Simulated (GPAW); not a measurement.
## ZrGe2As4 monolayer: simulated STM images

Aim: Tersoff-Hamann images of ZrGe2As4 monolayer at several biases.

Program: GPAW 26.7.0. Level of theory: GPAW, PAW setups; layer in a repeated cell with vacuum, relaxation of atoms and in-plane cell, in the first sound run; inputs show where later runs differ. Results are calculated unless marked as measured.

**1. Set-up**

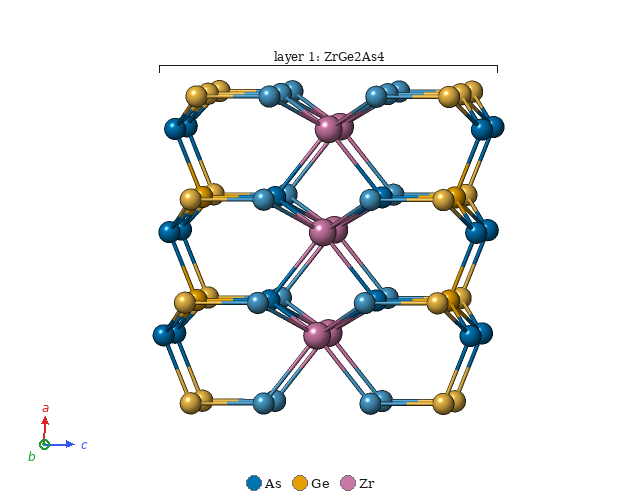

The starting structure, seen from the side, with the c axis across the page (arsenic blue, germanium orange, zirconium pink). 2×1×1 cells are drawn. Some periodic images of atoms are drawn too.

The cell holds 7 atoms: 4 As, 2 Ge and 1 Zr. Cell: a = 3.730 Å, b = 3.730 Å, c = 27.770 Å, α = 90.0°, β = 90.0°, γ = 120.0°. Vacuum lies along c.

**2. Relaxing the atoms**

Forces are removed first; all later runs use this geometry.

Contents of run.py:

```python
import json
import numpy as np
from ase import Atoms
from ase.filters import FrechetCellFilter
from ase.optimize import BFGS
from gpaw import GPAW, PW

slab = Atoms(
    ['As', 'Ge', 'As', 'Zr', 'As', 'Ge', 'As'],
    positions=[
        [0.00000, 0.00000, 9.00000],
        [-0.00000, 2.15352, 9.86300],
        [-0.00000, 2.15352, 12.18300],
        [0.00000, 0.00000, 13.88517],
        [-0.00000, 2.15352, 15.58734],
        [-0.00000, 2.15352, 17.90734],
        [0.00000, 0.00000, 18.77034]],
    cell=[[3.73, 0.0, 0.0], [-1.865, 3.23027, 0.0], [0.0, 0.0, 27.7703]],
    pbc=[True, True, True])

slab.calc = GPAW(mode=PW(600), xc='PBE', kpts={'size': (9, 9, 1), 'gamma': True},
                 occupations={'name': 'fermi-dirac', 'width': 0.05}, nbands='200%',
                 convergence={'density': 1e-05}, maxiter=200,
                 symmetry={'tolerance': 1e-3}, txt='slab.txt')
result = {}
# The in-plane cell is free; stress needs a cell that repeats along all three vectors
path = []
opt = BFGS(FrechetCellFilter(slab, mask=[1, 1, 0, 0, 0, 1]), maxstep=0.2)
opt.attach(lambda: path.append((slab.get_potential_energy(), slab.positions.tolist(), slab.get_forces().tolist())))
result['relaxed'] = bool(opt.run(fmax=0.02, steps=45))
result['path'] = path
result['cell'] = slab.cell.tolist()
print('in-plane lattice', slab.cell.cellpar().round(4)[[0, 1, 5]])
energy = slab.get_potential_energy()
fermi = slab.calc.get_fermi_level()
v = slab.calc.get_electrostatic_potential().mean((0, 1)) - fermi
n = slab.calc.get_pseudo_density().mean((0, 1))
L = slab.cell[2, 2]
z = np.arange(len(v)) * L / len(v)
low, high = slab.positions[:, 2].min(), slab.positions[:, 2].max()
below, above = np.interp([low - 6.8, high + 6.8], z, v)
slopes = [np.interp(x, z, np.gradient(v, z)) for x in (low - 6.8, high + 6.8)]
eps = np.array([[slab.calc.get_eigenvalues(k, s) for k in range(len(slab.calc.get_ibz_k_points()))]
                for s in range(slab.calc.get_number_of_spins())]) - fermi
top, bottom = eps[eps < 0].max(), eps[eps > 0].min()
dipole = slab.get_dipole_moment()[2]
print(f'energy {energy:.4f} eV, Fermi level {fermi:.4f} eV, dipole {dipole:.5f} e A')
print(f'potential 6.8 A off the faces, from the Fermi level: lower {below:.4f} eV, upper {above:.4f} eV')
print(f'slope of the potential there: lower {slopes[0]:.5f}, upper {slopes[1]:.5f} eV/A')
print(f'nearest levels on the mesh: {top:.4f} and {bottom:.4f} eV')
print('magnetic moment', round(slab.get_magnetic_moment(), 3))
result.update(energy=energy, fermi=fermi, dipole=dipole, below=below, above=above, slopes=slopes, edges=[top, bottom],
              z=z.tolist(), v=v.tolist(), n=n.tolist(), positions=slab.positions.tolist(),
              forces=slab.get_forces(apply_constraint=False).tolist(), moments=slab.get_magnetic_moments().tolist())
json.dump(result, open('result.json', 'w'))
```

On the command line:

```sh
OMP_NUM_THREADS=1 OPENBLAS_NUM_THREADS=1 python run.py
```

The program printed:

```text
Step          Energy          fmax
BFGS:    0      -35.406268        3.015598
BFGS:    1      -35.851240        2.403149
BFGS:    2      -36.595511        0.772935
BFGS:    3      -36.618529        0.559843
BFGS:    4      -36.682731        0.474789
BFGS:    5      -36.705167        0.425627
BFGS:    6      -36.730342        0.388316
BFGS:    7      -36.741029        0.225617
BFGS:    8      -36.745157        0.051218
BFGS:    9      -36.745569        0.036438
BFGS:   10      -36.745636        0.029620
BFGS:   11      -36.745808        0.030417
BFGS:   12      -36.746106        0.033060
BFGS:   13      -36.746607        0.026846
BFGS:   14      -36.747017        0.014421
in-plane lattice [  3.8764   3.8764 120.    ]
energy -36.7431 eV, Fermi level -0.1978 eV, dipole 0.00254 e A
potential 6.8 A off the faces, from the Fermi level: lower 5.0814 eV, upper 5.0796 eV
slope of the potential there: lower 0.00033, upper 0.00061 eV/A
nearest levels on the mesh: -0.1875 and 0.0073 eV
magnetic moment 0.0
```

It took 22 min on 1 thread of Intel Xeon Platinum 8488C (Sapphire Rapids), shared host; peak memory 0.64 GiB.

Numbers from this step:

```
dipole along the normal                    : 0.002538 e·Å
levels nearest the Fermi level on the mesh : -0.1875, 0.007325 eV from the Fermi level
```

The electrostatic potential energy of an electron (without an applied field's), less the Fermi level, planar mean oscillates, so the rows of the table below give means over windows of 1.82 Å about each position, cut where the curve ends. Its maxima inside the range that stand out by 2 % of the span (Å: eV): 9.4: -8.54, 11.2: 2.70, 13.0: -4.59, 14.8: -4.59, 16.6: 2.70, 18.4: -8.55. Its minima: 8.9: -12.3, 9.8: -11.8, 12.3: -10.6, 13.9: -15.1, 15.4: -10.6, 18.0: -11.8, 18.9: -12.3.

The electrostatic potential energy of an electron (without an applied field's), less the Fermi level, planar mean by z; means over each step:

```
z (Å)  electrostatic potential energy of an electron (without an applied field's), less the Fermi level, planar mean (eV)
 0.91                                                                                                                5.08
 2.73                                                                                                                5.08
 4.55                                                                                                                5.08
 6.37                                                                                                                4.96
 8.19                                                                                                               -3.37
10.01                                                                                                               -6.60
11.83                                                                                                               -3.35
13.65                                                                                                               -9.39
15.47                                                                                                               -5.36
17.29                                                                                                               -3.61
19.11                                                                                                               -6.71
20.93                                                                                                                4.62
22.75                                                                                                                5.07
24.57                                                                                                                5.08
26.39                                                                                                                5.08
```

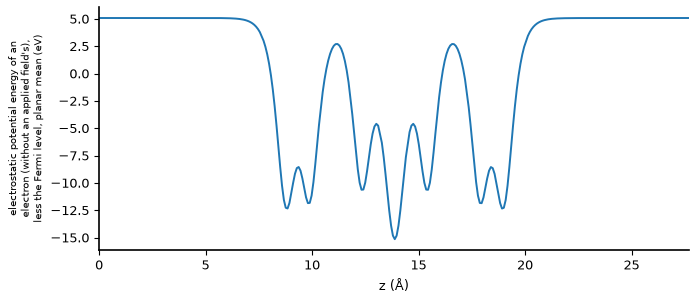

Electrostatic potential energy of an electron (without an applied field's), less the Fermi level, planar mean, plotted against z.

The pseudo valence density, planar mean oscillates, so the rows of the table below give means over windows of 2.5 Å about each position, cut where the curve ends. Its maxima inside the range that stand out by 2 % of the span (Å: e/Å³): 8.3: 0.230, 9.4: 0.389, 10.4: 0.198, 12.0: 0.223, 13.9: 0.832, 15.8: 0.223, 17.4: 0.198, 18.4: 0.389, 19.4: 0.230. Its minima: 8.7: 0.162, 9.9: 0.0631, 11.1: 0.105, 12.3: 0.154, 15.4: 0.154, 16.7: 0.105, 17.9: 0.0631, 19.1: 0.162.

Pseudo valence density, planar mean against z; means over each step:

```csv
z (Å),"pseudo valence density, planar mean (e/Å³)"
2.5,0
5.0,2.2e-4
7.5,0.0846
10.0,0.196
12.5,0.291
15.0,0.362
17.5,0.187
20.0,0.107
22.5,4.8e-4
25.0,0
```

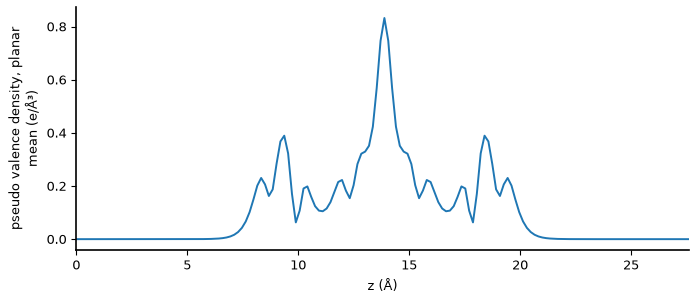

Pseudo valence density, planar mean against z.

The relaxation lowered the energy of the cell by 1.35 eV (energies extrapolated to zero smearing; the optimiser's log prints free energies). The largest force left on a free atom is 0.014 eV/Å.

**3. Plane waves, PBE**

With the geometry fixed, the planar mean of the potential gives the vacuum level on each side.

This step: GPAW, PAW setups; slab in vacuum (GPAW 26.7.0).

The cell differs from the one that the last finished run ended in (c 27.770 → 28.231 Å).

Contents of run.py:

```python
import json
import numpy as np
from ase import Atoms
from ase.dft.stm import STM
from gpaw import GPAW, PW

slab = Atoms(
    ['As', 'Ge', 'As', 'Zr', 'As', 'Ge', 'As'],
    positions=[
        [0.00000, 0.00000, 9.00000],
        [-0.00000, 2.23805, 10.11960],
        [-0.00000, 2.23805, 12.57247],
        [-0.00000, 0.00000, 14.11531],
        [-0.00000, 2.23805, 15.65816],
        [-0.00000, 2.23805, 18.11102],
        [-0.00000, 0.00000, 19.23063]],
    cell=[[3.87641, -0.0, 0.0], [-1.9382, 3.35706, 0.0], [0.0, 0.0, 28.2306]],
    pbc=[True, True, False])

slab.calc = GPAW(mode=PW(400), xc='PBE', kpts={'size': (9, 9, 1), 'gamma': True},
                 occupations={'name': 'fermi-dirac', 'width': 0.05}, nbands='200%',
                 convergence={'density': 1e-05}, maxiter=200,
                 poissonsolver={'dipolelayer': 'xy'},
                 symmetry={'tolerance': 1e-3}, txt='slab.txt')
result = {}
energy = slab.get_potential_energy()
fermi = slab.calc.get_fermi_level()
v = slab.calc.get_electrostatic_potential().mean((0, 1)) - fermi
n = slab.calc.get_pseudo_density().mean((0, 1))
L = slab.cell[2, 2]
z = np.arange(len(v)) * L / len(v)
low, high = slab.positions[:, 2].min(), slab.positions[:, 2].max()
below, above = np.interp([low - 6.8, high + 6.8], z, v)
slopes = [np.interp(x, z, np.gradient(v, z)) for x in (low - 6.8, high + 6.8)]
eps = np.array([[slab.calc.get_eigenvalues(k, s) for k in range(len(slab.calc.get_ibz_k_points()))]
                for s in range(slab.calc.get_number_of_spins())]) - fermi
top, bottom = eps[eps < 0].max(), eps[eps > 0].min()
dipole = slab.get_dipole_moment()[2]
print(f'energy {energy:.4f} eV, Fermi level {fermi:.4f} eV, dipole {dipole:.5f} e A')
print(f'potential 6.8 A off the faces, from the Fermi level: lower {below:.4f} eV, upper {above:.4f} eV')
print(f'slope of the potential there: lower {slopes[0]:.5f}, upper {slopes[1]:.5f} eV/A')
print(f'nearest levels on the mesh: {top:.4f} and {bottom:.4f} eV')
print('magnetic moment', round(slab.get_magnetic_moment(), 3))
result.update(energy=energy, fermi=fermi, dipole=dipole, below=below, above=above, slopes=slopes, edges=[top, bottom],
              z=z.tolist(), v=v.tolist(), n=n.tolist(), positions=slab.positions.tolist(),
              forces=slab.get_forces(apply_constraint=False).tolist(), moments=slab.get_magnetic_moments().tolist())

# Images need the states of the whole zone, up to time reversal
slab.calc = slab.calc.fixed_density(symmetry={'point_group': False}, txt='states.txt', nbands='320%',
                                    convergence={'bands': 'CBM+2.3'})
stm = STM(slab)
result['stm'] = []
for bias in [-1.5, 2.0]:
    height = high + 4.0
    current = stm.get_averaged_current(bias, height)
    x, y, h = stm.scan(bias, current)
    i, f = divmod(height / L * stm.ldos.shape[2], 1)
    I = abs((1 - f) * stm.ldos[:, :, int(i)] + f * stm.ldos[:, :, int(i) + 1])
    print(f'bias {bias} V: mean current at 4.0 A {current:.4e}, corrugation {np.ptp(h):.4f} A')
    result['stm'].append(dict(bias=bias, current=current, h=(h - high).tolist(), I=I.tolist()))
json.dump(result, open('result.json', 'w'))
```

The program printed:

```text
energy -36.6688 eV, Fermi level -0.2776 eV, dipole 0.00223 e A
potential 6.8 A off the faces, from the Fermi level: lower 5.0847 eV, upper 5.0764 eV
slope of the potential there: lower -0.00015, upper 0.00015 eV/A
nearest levels on the mesh: -0.1877 and 0.0071 eV
magnetic moment 0.0
bias -1.5 V: mean current at 4.0 A 7.5071e-06, corrugation 0.3042 A
bias 2.0 V: mean current at 4.0 A 1.8245e-05, corrugation 0.1311 A
```

Elapsed: 3.7 min, on 1 thread; peak memory 0.7 GiB.

Numbers from this step:

- dipole along the normal: 0.002234 e·Å
- levels nearest the Fermi level on the mesh: -0.1877, 0.007070 eV from the Fermi level
- upper work function: 5.076 eV
- lower work function: 5.085 eV
- corrugation -1.5: 0.3042 Å
- corrugation 2: 0.1311 Å

The electrostatic potential energy of an electron (without an applied field's), less the Fermi level, planar mean oscillates, so the rows of the table below give means over windows of 1.78 Å about each position, cut where the curve ends. Its maxima inside the range that stand out by 2 % of the span (Å: eV): 9.6: -8.57, 11.4: 2.72, 13.3: -4.60, 15.0: -4.61, 16.8: 2.71, 18.6: -8.58. Its minima: 9.1: -12.3, 10.0: -11.8, 12.5: -10.6, 14.1: -15.1, 15.7: -10.6, 18.2: -11.9, 19.1: -12.3.

Table of electrostatic potential energy of an electron (without an applied field's), less the Fermi level, planar mean by z; means over each step:

| z (Å) | electrostatic potential energy of an electron (without an applied field's), less the Fermi level, planar mean (eV) |
| --- | --- |
| 0.89 | 5.08 |
| 2.67 | 5.08 |
| 4.45 | 5.08 |
| 6.23 | 5.04 |
| 8.01 | 0.396 |
| 9.79 | -9.63 |
| 11.57 | -0.658 |
| 13.35 | -9.21 |
| 15.13 | -8.24 |
| 16.91 | -0.245 |
| 18.69 | -10.2 |
| 20.47 | 2.36 |
| 22.25 | 5.05 |
| 24.03 | 5.08 |
| 25.81 | 5.08 |
| 27.59 | 5.08 |

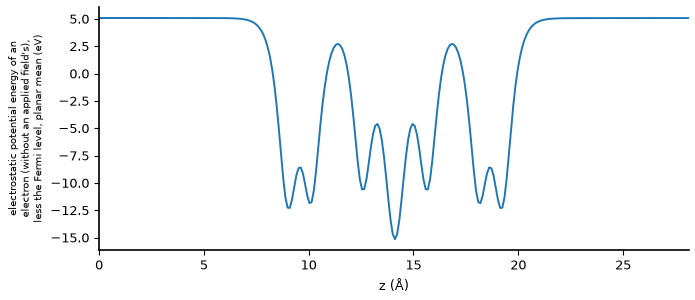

Electrostatic potential energy of an electron (without an applied field's), less the Fermi level, planar mean, plotted against z.

The pseudo valence density, planar mean oscillates, so the rows of the table below give means over windows of 2 Å about each position, cut where the curve ends. Its maxima inside the range that stand out by 2 % of the span (Å: e/Å³): 8.6: 0.230, 9.6: 0.387, 10.7: 0.195, 12.1: 0.225, 14.2: 0.799, 16.1: 0.225, 17.6: 0.195, 18.6: 0.387, 19.7: 0.230. Its minima: 9.0: 0.162, 10.2: 0.0825, 11.3: 0.104, 12.5: 0.154, 15.7: 0.154, 16.9: 0.104, 18.0: 0.0825, 19.2: 0.162.

Table of pseudo valence density, planar mean by z; means over each step:

```csv
z (Å),"pseudo valence density, planar mean (e/Å³)"
4,4.6e-6
6,0.00121
8,0.106
10,0.216
12,0.173
14,0.506
16,0.197
18,0.204
20,0.131
22,0.00230
24,8.7e-6
```

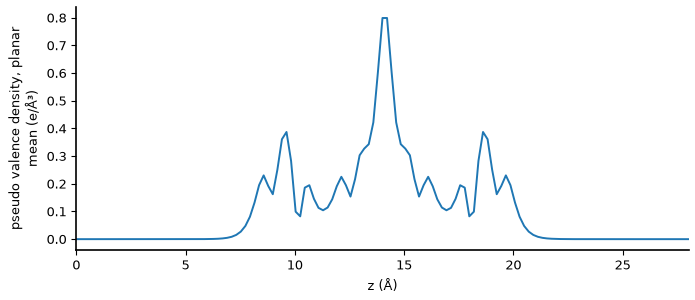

Pseudo valence density, planar mean, plotted against z.

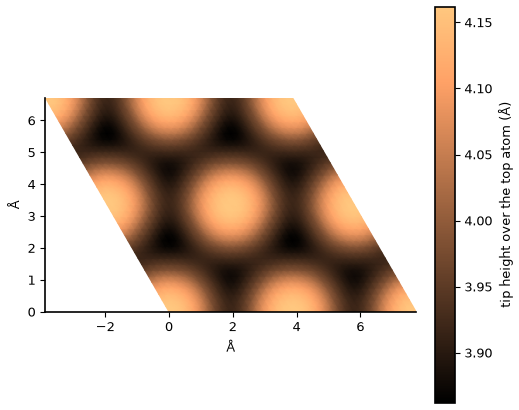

Tip height over the top atom over a1 and a2. Sample bias -1.5 V, constant current at the mean current 4.0 Å over the top atom. The cell is repeated, with its origin at the lower left corner.

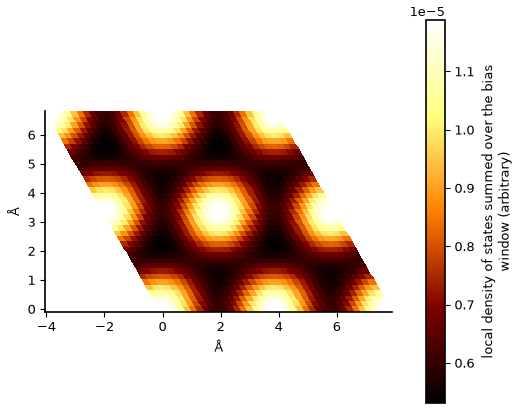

Local density of states summed over the bias window over a1 and a2. Sample bias -1.5 V, constant height 4.0 Å over the top atom. The cell is repeated, with its origin at the lower left corner.

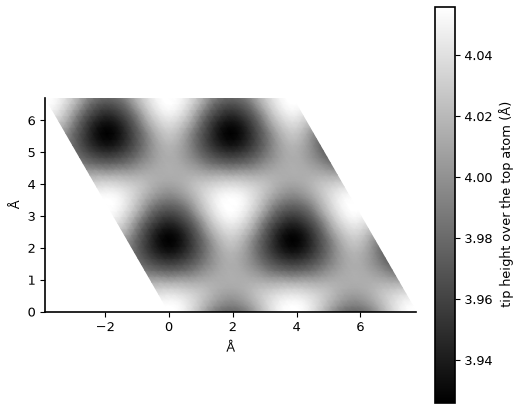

Tip height over the top atom over a1 and a2. Sample bias 2 V, constant current at the mean current 4.0 Å over the top atom. The cell is repeated, with its origin at the lower left corner.

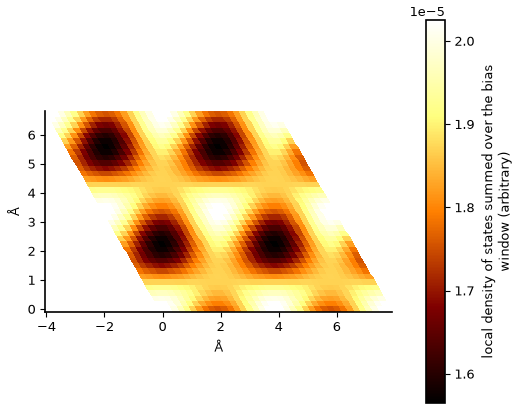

Local density of states summed over the bias window over a1 and a2. Sample bias 2 V, constant height 4.0 Å over the top atom. The cell is repeated, with its origin at the lower left corner.

The potential is flat to 1.5e-4 eV/Å where it is read, so the vacuum is wide enough.

**4. A changed run**

One more run, with changed settings.

Changes to run.py since step 3:

```diff
@@ -3,3 +3,2 @@
 from ase import Atoms
-from ase.dft.stm import STM
 from gpaw import GPAW, PW
@@ -19,5 +18,5 @@
 
-slab.calc = GPAW(mode=PW(400), xc='PBE', kpts={'size': (9, 9, 1), 'gamma': True},
+slab.calc = GPAW(mode=PW(140), xc='PBE', kpts={'size': (9, 9, 1), 'gamma': True},
                  occupations={'name': 'fermi-dirac', 'width': 0.05}, nbands='200%',
-                 convergence={'density': 1e-05}, maxiter=200,
+                 convergence={'density': 1e-05}, maxiter=50,
                  poissonsolver={'dipolelayer': 'xy'},
@@ -46,16 +45,2 @@
               forces=slab.get_forces(apply_constraint=False).tolist(), moments=slab.get_magnetic_moments().tolist())
-
-# Images need the states of the whole zone, up to time reversal
-slab.calc = slab.calc.fixed_density(symmetry={'point_group': False}, txt='states.txt', nbands='320%',
-                                    convergence={'bands': 'CBM+2.3'})
-stm = STM(slab)
-result['stm'] = []
-for bias in [-1.5, 2.0]:
-    height = high + 4.0
-    current = stm.get_averaged_current(bias, height)
-    x, y, h = stm.scan(bias, current)
-    i, f = divmod(height / L * stm.ldos.shape[2], 1)
-    I = abs((1 - f) * stm.ldos[:, :, int(i)] + f * stm.ldos[:, :, int(i) + 1])
-    print(f'bias {bias} V: mean current at 4.0 A {current:.4e}, corrugation {np.ptp(h):.4f} A')
-    result['stm'].append(dict(bias=bias, current=current, h=(h - high).tolist(), I=I.tolist()))
 json.dump(result, open('result.json', 'w'))
```

The program printed:

```text
energy -35.6653 eV, Fermi level -0.2562 eV, dipole 0.00223 e A
potential 6.8 A off the faces, from the Fermi level: lower 5.0770 eV, upper 5.0686 eV
slope of the potential there: lower -0.00036, upper 0.00036 eV/A
nearest levels on the mesh: -0.1875 and 0.0048 eV
magnetic moment 0.0
```

Elapsed: 15 s, on 1 thread; peak memory 0.16 GiB.

The run finished. A setting was moved off its sound value on purpose, so it serves as a test and not as the result.

The fault put into the input: a cutoff far too low (ecut = 140).

The two runs compared:

| quantity | this run | sound run | difference |
| --- | --- | --- | --- |
| upper work function (eV) | 5.0686 | 5.0764 | -0.00775 |
| lower work function (eV) | 5.0770 | 5.0847 | -0.00775 |

**5. Results**

```
work function, upper and lower face : 5.076 and 5.085 eV
dipole along the normal             : 0.0022 e Å, near the numerical noise
corrugation at -1.5 V               : 0.304 Å
corrugation at 2 V                  : 0.131 Å
```

In words: The corrugation at constant current is largest at -1.5 V, where the tip height varies by 0.30 Å over the cell. Negative sample bias images filled states, positive bias empty ones. The images are of Tersoff-Hamann type: an s-wave tip, no tip-sample forces, heights closer than in a microscope. The starting lattice was a guess from atomic radii; the relaxation moved it by 4 %. The small printed dipole stands for a step of -31 meV from the lower to the upper face, and the probes find -8.4 meV; values this small are near the numerical noise of both. The layer's cell and atoms come from the relaxation; spin-orbit coupling and temperature are left out.

[Logs are printed without paths, hosts, clocks, repeated set-up lines and the standing remarks that a program may print on its own settings, such as how far it seeks lower states.]

[Hosts, paths, dates, database ids (printed as entryN), source tags and the programs' standing remarks are cut or masked in the printed files.]
